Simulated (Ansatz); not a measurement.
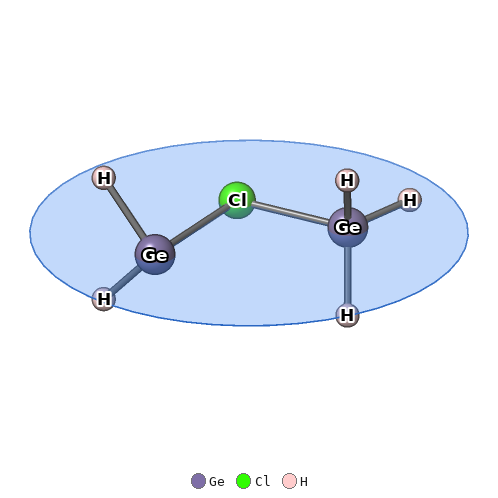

All proper rotation axes (lines) and mirror planes (discs) of the structure are drawn in. Distant atoms are faded towards the background colour. Computed geometry: PBE0-D4/def2-TZVP optimisation.

Question: Name the symmetry elements and the point group.

Answer: It has 1 mirror plane. Point group Cs. The group has 2 operations. The geometry is achiral, and symmetry allows a dipole moment.
